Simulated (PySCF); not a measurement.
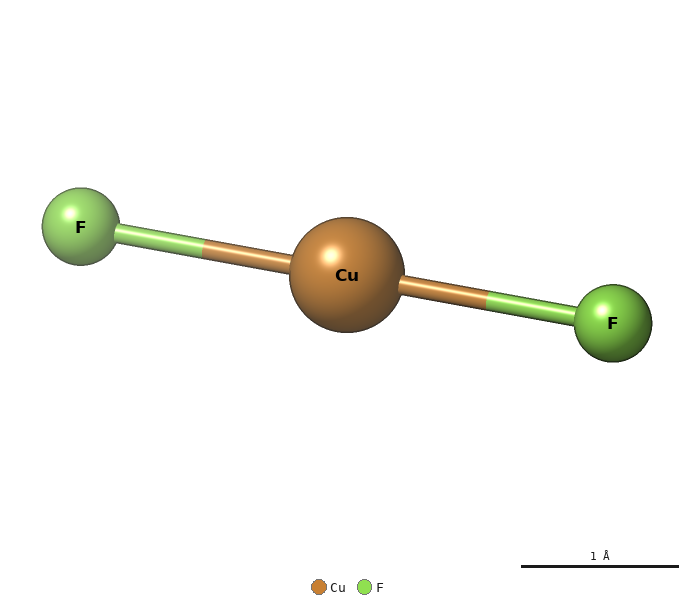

Depth is shown by fading: the farther an atom, the more it takes the colour of the background. The species has charge −1 and is a spin singlet. The geometry was computed by an optimisation with PBE0-D3(BJ)/def2-SVP. No frequency run is at hand to confirm it as a minimum. Masses are those of the most abundant isotopes; constants are for the rigid equilibrium geometry.

What kind of rotor is it, and what are its rotational constants in GHz?

A linear rotor (D∞h) with B = 4.16 GHz.
